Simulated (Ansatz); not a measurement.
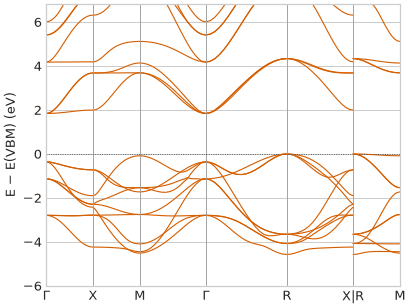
Figure: Band structure from PBE in the plane-wave PAW code Ansatz

### Question
Read off the gap and where the band edges lie.

### Answer
About 1.8 eV (1.84 eV by a search for the band edges); maximum at R, minimum at Γ.

The material is SrTiO$_{3}$ (cubic perovskite, Pm-3m).

Symmetry was held in the PBE relaxation. No spin polarisation was allowed. Spin–orbit coupling is left out wherever it is not named.

Potentials: the later of the program's two PAW sets.
